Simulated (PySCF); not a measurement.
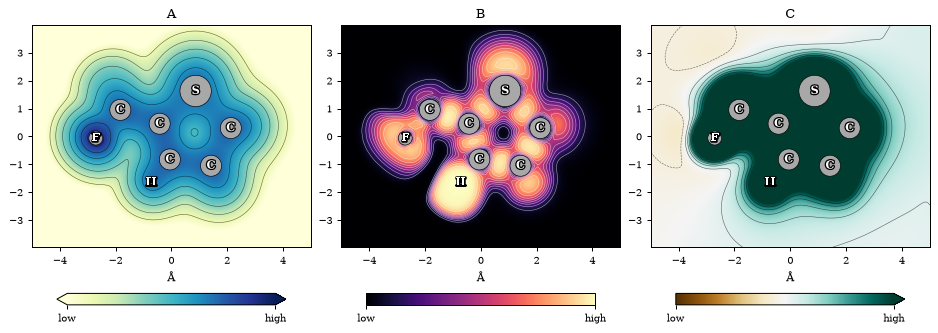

C5H4F4S: 3 fields on the plane of atoms C4, S9 and C10, with unlabelled colour scales. Grey discs cover the atomic cores.

Geometry: GFN2-xTB.

Level of theory: PBE0/pcSseg-1, SCF density, gas phase, non-relativistic in PySCF.

The calculation's input:

```
{"job": {"kind": "nmr", "xc": "PBE0", "basis": "pcSseg-1"}, "charge": 0, "multiplicity": 1}
F     -2.358888    -0.787093     0.696172
C     -1.530492    -0.370557    -0.332840
C     -0.148474    -0.900167    -0.110068
C      0.768125     0.030449     0.155576
C      2.210075    -0.236271     0.453743
F      2.502225    -1.542128     0.372238
F      2.560503     0.159886     1.684270
F      3.031585     0.392684    -0.399719
S      0.221526     1.686015     0.128273
C     -1.467592     1.159080    -0.352258
H     -1.987190    -0.775266    -1.244797
H      0.040019    -1.958798    -0.109234
H     -2.174325     1.576845     0.362988
H     -1.667776     1.564849    -1.341445
```

Launched as:

```sh
OMP_NUM_THREADS=1 python probes_run.py task.json out
```

Q: Which field does each panel show? The fields are: electron density, electron localisation function and electrostatic potential.

A: Panel A: electron density. Panel B: electron localisation function. Panel C: electrostatic potential (strongly positive close to the atoms and fading to about zero outside). From the grid: C–C (1.33 Å): the density is about 2.3 e/Å³ at the midpoint; the ELF peaks at about 0.90 between the atoms (a multiple bond). C–F (1.34 Å): ρ at the midpoint is about 2.4 e/Å³; the ELF peaks at about 0.85 between the atoms: a polar covalent bond.
